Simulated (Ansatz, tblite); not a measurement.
# SnH3(OSiMe3) (C3H12OSiSn): removing and adding an electron

What does removing or adding an electron cost or gain for SnH3(OSiMe3) (C3H12OSiSn)? Each charged state is run at several levels.

Method: as each input shows; program: Ansatz 0.2.0, Gaussian basis.

Levels to be run: charge +1 doublet, at the geometry of the singlet (PBE0-D4/def2-TZVP, PBE-D4/def2-TZVP, B2PLYP/def2-TZVP); charge -1 doublet, at the geometry of the singlet (PBE0-D4/def2-TZVPD, PBE-D4/def2-TZVPD, B2PLYP/def2-TZVPD); the starting singlet's energies come from earlier runs.

2 further runs of the same task are left out: 2 set aside as unsound or not needed.

## Step 1: The geometry

The geometry is that of the singlet, from an earlier relaxation (PBE0-D4/def2-SVP).

18 atoms, charge 0, spin multiplicity 1.

Atoms are counted from 1 here; the program's logs count them from 0.

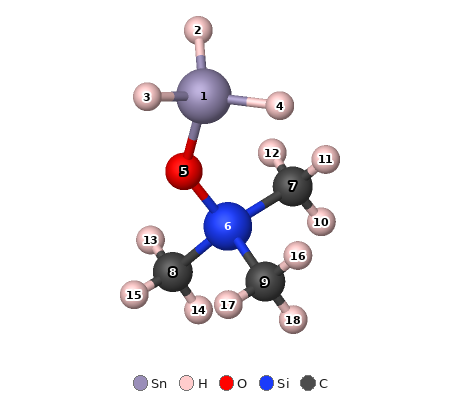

The structure; tin purple, hydrogen pink, oxygen red, silicon blue, carbon dark grey; atoms are numbered from 1 in the order of the file.

Sn takes a core potential in the def2 sets. No spin-orbit coupling is included.

## Step 2: Charge +1 doublet at the fixed geometry, PBE0-D4/def2-TZVP

File in.yaml:

```yaml
crystal:
  periodic: [false, false, false]
  atoms:
    - {symbol: Sn, position_ang: [2.266507, 0.994317, 1.492244]}
    - {symbol: H, position_ang: [1.983559, 0.764297, 3.164566]}
    - {symbol: H, position_ang: [3.885395, 0.671079, 1.051459]}
    - {symbol: H, position_ang: [1.746845, 2.544017, 0.968660]}
    - {symbol: O, position_ang: [1.190809, -0.367504, 0.539336]}
    - {symbol: Si, position_ang: [-0.277416, -0.351295, -0.246396]}
    - {symbol: C, position_ang: [-1.579721, 0.460164, 0.843752]}
    - {symbol: C, position_ang: [-0.738147, -2.133118, -0.594521]}
    - {symbol: C, position_ang: [-0.128115, 0.609888, -1.855353]}
    - {symbol: H, position_ang: [-2.569608, 0.451291, 0.359240]}
    - {symbol: H, position_ang: [-1.328674, 1.512565, 1.056865]}
    - {symbol: H, position_ang: [-1.672768, -0.067458, 1.806567]}
    - {symbol: H, position_ang: [-0.823052, -2.704287, 0.343088]}
    - {symbol: H, position_ang: [-1.700626, -2.202768, -1.126342]}
    - {symbol: H, position_ang: [0.030940, -2.618717, -1.215210]}
    - {symbol: H, position_ang: [0.142790, 1.662181, -1.670328]}
    - {symbol: H, position_ang: [0.648299, 0.170595, -2.501664]}
    - {symbol: H, position_ang: [-1.077007, 0.604764, -2.415962]}
basis:
  gaussian: {orbitals: def2-TZVP}
total_charge: 1
magnetization: {spin_polarized: true, initial_magnetization: 1}
hamiltonian: {xc: pbe0, dispersion: d4}
scf: {omitted_lower_state_checks: [starts]}
output: {orbitals: {seedname: orbitals}}
```

The run is started by

```sh
> ansatz run in.yaml --threads 2 --pin off --events-out ev --progress --plain --max-ram 22528MiB --backend cuda --devices 0, --max-vram 18GiB
```

The log of the run:

```text
Functional definition: PBE0
  name "PBE0"
  cite "Adamo & Barone, J. Chem. Phys. 110, 6158 (1999) doi:10.1063/1.478522"
  cite "Perdew, Burke & Ernzerhof, Phys. Rev. Lett. 77, 3865 (1996) doi:10.1103/PhysRevLett.77.3865"
  parent pbe
  parameter a = 0.25
  parameter kappa = 0.804
  parameter beta = 0.06672455060314922
  exchange = (1 - a)*pbe_x(kappa = kappa, mu = beta*pi^2/3) + a*exact_x
  correlation = pbe_c(beta = beta)
these checks for a lower state are left out or cut short: starts
1948 factors; their error is unknown
mean field evaluation 1: about -19018.9082 eV, gradient 8.2e1 eV
mean field evaluation 2: about -18784.3872 eV, gradient 2.0e2 eV
mean field evaluation 4: about -19044.1746 eV, gradient 3.3e1 eV
mean field evaluation 8: about -19048.6368 eV, gradient 1.3e0 eV
mean field evaluation 16: about -19048.7461 eV, gradient 3.3e-2 eV
mean field evaluation 32: about -19048.7461 eV, gradient 8.1e-5 eV
mean field -19048.74613188 eV, -700.0285086428 hartree, gradient 9.3e-6 eV, S^2 0.758847; 0 other end points of the search recorded, 0 dependent functions left out
reference -19048.74617739 eV, -700.0285103151 hartree; 37, 36 occupied and 246, 247 virtual orbitals, 1948 factors
Total energy: -19049.09898774 eV, -700.0414758563 hartree
Checks for a lower state left out: starts
```

It took 4.9 s on 1 × H100 (card shared with other runs) with 2 threads of AMD EPYC 7R13, shared host; peak host memory 0.99 GiB.

From the report: HOMO -12.73 eV, LUMO -11.03 eV (over both spins); ⟨S²⟩ 0.759 (pure: 0.75).

## Step 3: Charge +1 doublet at the fixed geometry, PBE-D4/def2-TZVP

start.molden holds the orbitals of an earlier run on this state, given as this run's starting guess.

Changes to in.yaml since step 2:

```diff
@@ -22,6 +22,6 @@
 basis:
-  gaussian: {orbitals: def2-TZVP}
+  gaussian: {orbitals: def2-TZVP, initial_orbitals: start.molden}
 total_charge: 1
 magnetization: {spin_polarized: true, initial_magnetization: 1}
-hamiltonian: {xc: pbe0, dispersion: d4}
+hamiltonian: {xc: pbe, dispersion: d4}
 scf: {omitted_lower_state_checks: [starts]}
```

The command is unchanged.

The log of the run:

```text
Functional definition: PBE
  name "PBE"
  cite "Perdew, Burke & Ernzerhof, Phys. Rev. Lett. 77, 3865 (1996) doi:10.1103/PhysRevLett.77.3865"
  parent pbe
  parameter kappa = 0.804
  parameter beta = 0.06672455060314922
  exchange = pbe_x(kappa = kappa, mu = beta*pi^2/3)
  correlation = pbe_c(beta = beta)
these checks for a lower state are left out or cut short: starts
1859 factors; their error is unknown
mean field evaluation 1: about -19047.1561 eV, gradient 7.9e0 eV
mean field evaluation 2: about -19047.3383 eV, gradient 2.7e-1 eV
mean field evaluation 4: about -19047.3035 eV, gradient 3.0e-2 eV
mean field evaluation 8: about -19047.3035 eV, gradient 2.3e-5 eV
mean field evaluation 16: about -19047.3035 eV, gradient 5.4e-5 eV
mean field -19047.30346104 eV, -699.9754914673 hartree, gradient 4.3e-6 eV, S^2 0.752689; 0 other end points of the search recorded, 0 dependent functions left out
reference -19047.30352177 eV, -699.9754936990 hartree; 37, 36 occupied and 246, 247 virtual orbitals, 1859 factors
Total energy: -19047.71155782 eV, -699.9904887474 hartree
Checks for a lower state left out: starts
```

It took 3.7 s on 1 × H100 (card shared with other runs) with 2 threads of AMD EPYC 7R13, shared host; peak host memory 0.93 GiB.

Report: HOMO -11.45 eV, LUMO -11.48 eV (over both spins; with the spin held, an empty level of the minority spin lies below the top filled one); ⟨S²⟩ 0.753 (pure: 0.75).

## Step 4: Charge +1 doublet at the fixed geometry, B2PLYP/def2-TZVP

Changes to in.yaml since step 3:

```diff
@@ -25,4 +25,3 @@
 magnetization: {spin_polarized: true, initial_magnetization: 1}
-hamiltonian: {xc: pbe, dispersion: d4}
+hamiltonian: {xc: {name: B2PLYP}}
 scf: {omitted_lower_state_checks: [starts]}
-output: {orbitals: {seedname: orbitals}}
```

The command is unchanged.

The log of the run, shortened:

```text
Functional definition: B2PLYP
  name "B2PLYP"
  cite "Grimme, J. Chem. Phys. 124, 034108 (2006) doi:10.1063/1.2148954"
  cite "Becke, Phys. Rev. A 38, 3098 (1988) doi:10.1103/PhysRevA.38.3098"
  cite "Lee, Yang & Parr, Phys. Rev. B 37, 785 (1988) doi:10.1103/PhysRevB.37.785"
[...]
2084 factors; integrals over basis functions are off by at most 1.2e-3 eV
[...]
mean field -19033.73865608 eV, -699.4769940794 hartree, gradient 3.0e-6 eV, S^2 0.769800; 0 other end points of the search recorded, 0 dependent functions left out
13 core orbitals not correlated: weight in the atoms' cores, before any rotation towards them, 1.000 or more for the frozen orbitals, at most 0.000 for the correlated occupied ones
reference -19033.73888253 eV, -699.4770024013 hartree; 24, 23 occupied and 246, 247 virtual orbitals, 2084 factors
second order -38.78383715 eV of doubles, -0.00000000 eV of singles
Total energy: -19044.21051856 eV, -699.8618279275 hartree
Checks for a lower state left out: starts
```

Wall time 7 s (1 × H100 (card shared with other runs) with 2 threads of AMD EPYC 7R13, shared host); peak host memory 1.4 GiB.

Report: ⟨S²⟩ 0.770 (pure: 0.75).

## Step 5: Vertical ionisation energy

Charged state less starting state, singlet to doublet; the starting state's energies are those of its earlier runs.

| level | vertical ionisation energy (eV) | time |
| --- | --- | --- |
| PBE-D4/def2-TZVP | +8.96 | 6.1 s |
| PBE0-D4/def2-TZVP | +9.39 | 8.6 s |
| B2PLYP/def2-TZVP | +9.59 | 10 s |

Times add the two runs; a level without a time comes out of a correlated run.

Beside −ε(HOMO) of the starting state:

| level | −ε(HOMO) (eV) | by difference (eV) | mismatch (eV) |
| --- | --- | --- | --- |
| PBE-D4/def2-TZVP | 6.28 | 8.96 | -2.68 |
| PBE0-D4/def2-TZVP | 7.67 | 9.39 | -1.71 |

## Step 6: Charge -1 doublet at the fixed geometry, PBE0-D4/def2-TZVPD

Changes to in.yaml since step 4:

```diff
@@ -22,6 +22,7 @@
 basis:
-  gaussian: {orbitals: def2-TZVP, initial_orbitals: start.molden}
-total_charge: 1
+  gaussian: {orbitals: def2-TZVPD}
+total_charge: -1
 magnetization: {spin_polarized: true, initial_magnetization: 1}
-hamiltonian: {xc: {name: B2PLYP}}
+hamiltonian: {xc: pbe0, dispersion: d4}
 scf: {omitted_lower_state_checks: [starts]}
+output: {orbitals: {seedname: orbitals}}
```

The command is unchanged.

The log of the run, shortened:

```text
Functional definition: PBE0
  name "PBE0"
  cite "Adamo & Barone, J. Chem. Phys. 110, 6158 (1999) doi:10.1063/1.478522"
  cite "Perdew, Burke & Ernzerhof, Phys. Rev. Lett. 77, 3865 (1996) doi:10.1103/PhysRevLett.77.3865"
  parent pbe
[...]
2102 factors; their error is unknown
[...]
mean field -19057.56233860 eV, -700.3524982639 hartree, gradient 5.8e-6 eV, S^2 0.750686; 0 other end points of the search recorded, 0 dependent functions left out
reference -19057.56239673 eV, -700.3525004001 hartree; 38, 37 occupied and 320, 321 virtual orbitals, 2102 factors
Total energy: -19057.99743596 eV, -700.3684877970 hartree
Checks for a lower state left out: starts
```

Run time: 7.5 s. Hardware: 1 × H100 (card shared with other runs) with 2 threads of AMD EPYC 7R13, shared host; peak host memory 1 GiB.

HOMO 1.66 eV, LUMO 2.52 eV (over both spins); ⟨S²⟩ 0.751 (pure: 0.75). Doubts: highest occupied level lies above zero.

## Step 7: Charge -1 doublet at the fixed geometry, PBE-D4/def2-TZVPD

Changes to in.yaml since step 6:

```diff
@@ -22,6 +22,6 @@
 basis:
-  gaussian: {orbitals: def2-TZVPD}
+  gaussian: {orbitals: def2-TZVPD, initial_orbitals: start.molden}
 total_charge: -1
 magnetization: {spin_polarized: true, initial_magnetization: 1}
-hamiltonian: {xc: pbe0, dispersion: d4}
+hamiltonian: {xc: pbe, dispersion: d4}
 scf: {omitted_lower_state_checks: [starts]}
```

Launched as before.

The log of the run:

```text
Functional definition: PBE
  name "PBE"
  cite "Perdew, Burke & Ernzerhof, Phys. Rev. Lett. 77, 3865 (1996) doi:10.1103/PhysRevLett.77.3865"
  parent pbe
  parameter kappa = 0.804
  parameter beta = 0.06672455060314922
  exchange = pbe_x(kappa = kappa, mu = beta*pi^2/3)
  correlation = pbe_c(beta = beta)
these checks for a lower state are left out or cut short: starts
1997 factors; their error is unknown
mean field evaluation 1: about -19055.7390 eV, gradient 8.0e0 eV
mean field evaluation 2: about -19055.9138 eV, gradient 2.3e-1 eV
mean field evaluation 4: about -19055.8721 eV, gradient 1.7e-1 eV
mean field evaluation 8: about -19055.8721 eV, gradient 2.9e-3 eV
mean field evaluation 16: about -19055.8721 eV, gradient 4.0e-5 eV
mean field -19055.87212629 eV, -700.2903841071 hartree, gradient 3.7e-6 eV, S^2 0.750368; 0 other end points of the search recorded, 0 dependent functions left out
reference -19055.87220059 eV, -700.2903868376 hartree; 38, 37 occupied and 320, 321 virtual orbitals, 1997 factors
Total energy: -19056.37488831 eV, -700.3088602706 hartree
Checks for a lower state left out: starts
```

It took 5.5 s on 1 × H100 (card shared with other runs) with 2 threads of AMD EPYC 7R13, shared host; peak host memory 1 GiB.

From the report: HOMO 1.85 eV, LUMO 2.07 eV (over both spins); ⟨S²⟩ 0.750 (pure: 0.75). Doubts: highest occupied level lies above zero.

## Step 8: Charge -1 doublet at the fixed geometry, B2PLYP/def2-TZVPD

Changes to in.yaml since step 7:

```diff
@@ -25,4 +25,3 @@
 magnetization: {spin_polarized: true, initial_magnetization: 1}
-hamiltonian: {xc: pbe, dispersion: d4}
+hamiltonian: {xc: {name: B2PLYP}}
 scf: {omitted_lower_state_checks: [starts]}
-output: {orbitals: {seedname: orbitals}}
```

The command is unchanged.

The log of the run, shortened:

```text
Functional definition: B2PLYP
  name "B2PLYP"
  cite "Grimme, J. Chem. Phys. 124, 034108 (2006) doi:10.1063/1.2148954"
  cite "Becke, Phys. Rev. A 38, 3098 (1988) doi:10.1103/PhysRevA.38.3098"
  cite "Lee, Yang & Parr, Phys. Rev. B 37, 785 (1988) doi:10.1103/PhysRevB.37.785"
[...]
2616 factors; integrals over basis functions are off by at most 1.0e-3 eV
[...]
a density is far from that of the atoms, so the factors are made again for it
2659 factors; integrals over basis functions are off by at most 1.0e-3 eV
[...]
mean field -19042.30530571 eV, -699.7918126469 hartree, gradient 8.5e-6 eV, S^2 0.750688; 1 other end points of the search recorded, 0 dependent functions left out
13 core orbitals not correlated: weight in the atoms' cores, before any rotation towards them, 1.000 or more for the frozen orbitals, at most 0.000 for the correlated occupied ones
reference -19042.30554272 eV, -699.7918213568 hartree; 25, 24 occupied and 320, 321 virtual orbitals, 2659 factors
second order -40.41024870 eV of doubles, -0.00000000 eV of singles
Total energy: -19053.21630987 eV, -700.1927846540 hartree
Checks for a lower state left out: starts
```

Wall time 9.5 s (1 × H100 (card shared with other runs) with 2 threads of AMD EPYC 7R13, shared host); peak host memory 2.1 GiB.

Report: ⟨S²⟩ 0.751 (pure: 0.75).

## Step 9: Vertical electron affinity

Starting state less charged state (positive: the electron is bound), singlet to doublet; the starting state's energies are those of its earlier runs.

| level | vertical electron affinity (eV) | time |
| --- | --- | --- |
| PBE-D4/def2-TZVPD | -0.34 | 8 s |
| PBE0-D4/def2-TZVPD | -0.52 | 9.7 s |
| B2PLYP/def2-TZVPD | -0.71 | 13 s |

Times add the two runs; a level without a time comes out of a correlated run.

Beside −ε(LUMO) of the starting state:

| level | −ε(LUMO) (eV) | by difference (eV) | mismatch (eV) |
| --- | --- | --- | --- |
| PBE-D4/def2-TZVPD | 1.33 | -0.34 | +1.67 |
| PBE0-D4/def2-TZVPD | 0.55 | -0.52 | +1.07 |
| B2PLYP/def2-TZVPD | -0.31 | -0.71 | +0.41 |

## Step 10: What came out

| quantity | value |
| --- | --- |
| vertical ionisation energy, functionals in def2-TZVP | 8.96 (PBE-D4) to 9.59 eV (B2PLYP) |
| vertical electron affinity, functionals in def2-TZVPD | -0.71 (B2PLYP) to -0.34 eV (PBE-D4) |

The vertical ionisation energy spans 8.96 to 9.59 eV over the functionals. −ε(HOMO) misses the level's own difference by -1.71 eV at best (PBE0-D4) and -2.68 eV at worst (PBE-D4). The vertical electron affinity spans -0.71 to -0.34 eV over the functionals. A negative affinity means an unbound electron, held by the basis alone. −ε(LUMO) misses the level's own difference by +0.41 eV at best (B2PLYP) and +1.67 eV at worst (PBE-D4).
